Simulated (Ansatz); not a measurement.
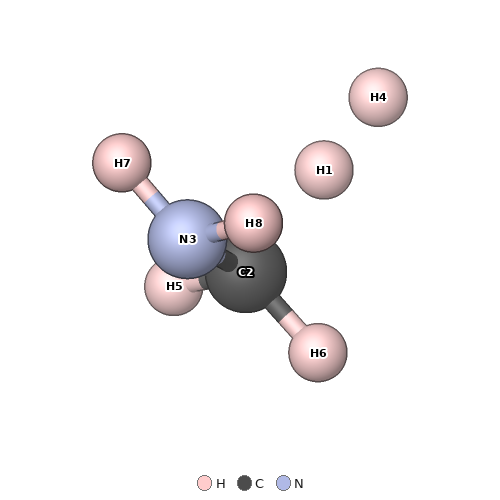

The system is the reacting system CH₆N (fragments CH₅N + H where the first distance is long, H₂ + CH₄N where the second is long), spin multiplicity 2; the picture shows the reference structure. First axis: distance H1–H4 (bond that forms). Second axis: distance H1–C2 (bond that breaks). Relaxed at each point: all other coordinates. Grid: 12 × 12 points. Points are written as (first, second). All energies are given in kJ/mol relative to a guessed transition structure relaxed with its forming and breaking bonds held. Level of theory: UKS PBE-D4/def2-TZVP (Ansatz).

Its coordinates:

```xyz
8

H    -0.7827   -0.9468   -0.1271
C    -0.1504    0.2566   -0.4634
N     0.8222    0.6530    0.4755
H    -1.2126   -1.7900    0.1267
H     0.2683    0.0141   -1.4465
H    -1.0038    0.9414   -0.5203
H     1.6103    0.0126    0.5546
H     0.4487    0.8592    1.4005
```

Range: distance H1–H4 (bond that forms) from 0.666 to 2.166 Å; distance H1–C2 (bond that breaks) from 0.963 to 2.463 Å.

> Predict the map.

The lowest grid point is at (0.741 Å, 2.463 Å), −37 kJ/mol from a guessed transition structure relaxed with its forming and breaking bonds held. It lies in a valley that leaves the map towards separated partners. Other grid points that lie below all their neighbours: (1.369 Å, 1.141 Å) (44 kJ/mol higher). The energy also falls towards the edge at (2.166 Å, 1.141 Å) (47 kJ/mol above the lowest), where a further well may lie outside the range. The highest grid point, (2.166 Å, 2.463 Å), lies 348 kJ/mol above the lowest.

```csv
"second ↓, first →",0.666,0.741,0.844,0.962,1.090,1.226,1.369,1.519,1.673,1.833,1.998,2.166
2.463,−20,−37,−29,4,51,104,157,205,245,275,297,311
2.295,−18,−35,−28,2,47,98,149,194,231,259,278,291
2.130,−13,−32,−27,1,43,91,138,180,213,238,254,265
1.970,−6,−27,−25,−1,38,82,125,162,191,212,226,234
1.816,4,−19,−21,−1,33,71,108,139,163,180,191,198
1.666,20,−8,−15,−2,25,56,86,111,130,143,151,156
1.523,40,8,−7,−2,16,39,61,79,93,102,108,112
1.387,67,28,4,0,8,21,35,47,56,62,66,68
1.259,104,56,22,6,4,8,14,20,25,28,29,30
1.141,153,97,52,25,13,8,7,8,9,10,10,10
1.038,219,156,101,65,44,32,26,22,20,19,18,17
0.963,292,223,162,119,92,76,65,59,55,52,50,49
```

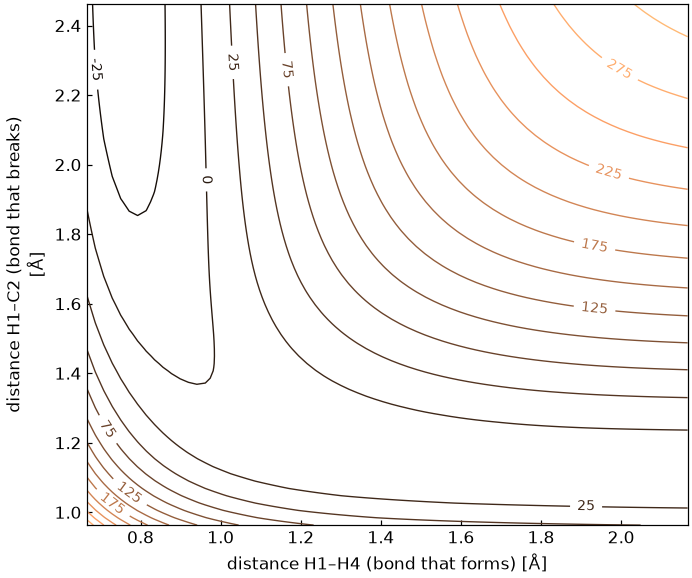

In the figure: contour lines labelled in kJ/mol. Between grid points the surface is interpolated.

Each point was launched as `ansatz run input.yaml --threads 1 --pin off --max-ram 2560MiB --backend cpu --events-out ev --progress --plain --runs-dir out`. Time for the 144 points that were run: 37 min on 1 thread of Arm Neoverse V1, on a shared host.
